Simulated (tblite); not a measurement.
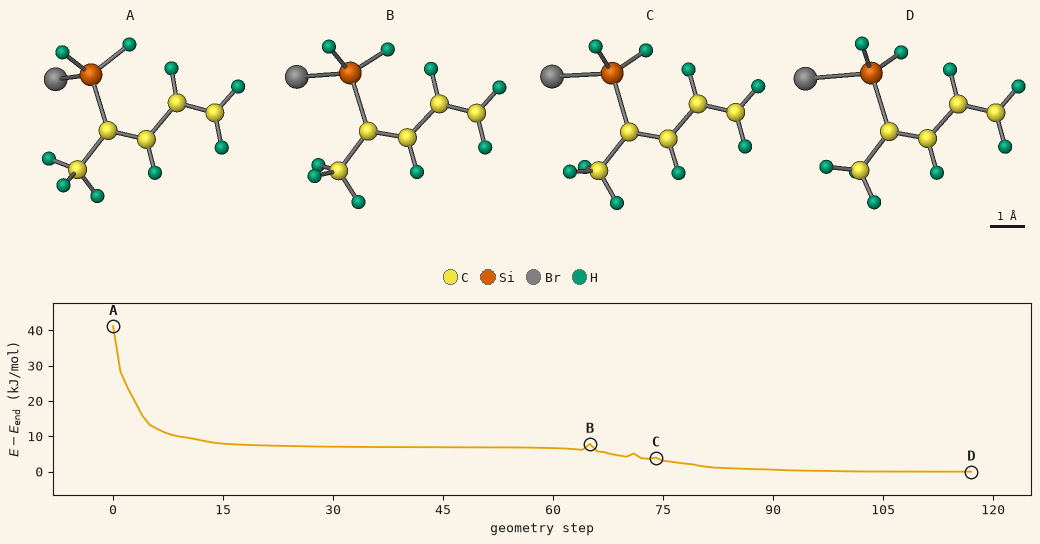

Frames of a relaxation of C$_{5}$H$_{9}$BrSi, marked on the history of the run. A ball-and-stick model, seen at a tilt.

Computed with GFN2-xTB geometry optimisation, gas phase (tblite). 

**What happens along the run?**

The largest move after the best rigid fit is that of the Br atom, 1.31 Å. Largest moves by element: Br 1.31 Å, H 1.11 Å, C 0.22 Å, Si 0.05 Å. Near-neighbour distances that change, for instance: C–Si 1.819 → 1.883 Å, Br–Si 2.272 → 2.227 Å, H–Si 1.487 → 1.458 Å, C–H 1.114 → 1.088 Å. Among the angles between lasting bonds that change: C–C–H 125.0° → 117.0°, Br–Si–H 111.9° → 104.0°, H–Si–H 105.9° → 112.7°. Groups turn about C–C by about 55°, C–Si by about 35°. Over 117 geometry steps the energy falls by 41.3 kJ/mol. From step 0 to 65: the Br atom moves most (0.70 Å), energy −33.4 kJ/mol. From step 65 to 74: the Br atom moves most (0.28 Å), energy −3.89 kJ/mol. From step 74 to 117: Br and H atoms move most (0.38 Å), energy −3.99 kJ/mol.

```
step  E − E(0), kJ/mol
   0              0.00
   1            -12.88
   2            -17.57
   3            -21.47
   4            -25.41
   5            -28.02
   6            -29.12
   7            -30.13
   8            -30.83
   9            -31.29
  10            -31.60
  16            -33.46
  21            -33.85
  27            -34.11
  33            -34.24
  38            -34.30
  44            -34.33
  49            -34.37
  55            -34.40
  61            -34.65
  66            -35.50
  72            -37.43
  78            -38.99
  83            -40.20
  89            -40.62
  94            -40.96
 100            -41.15
 106            -41.23
 111            -41.24
 117            -41.26
```
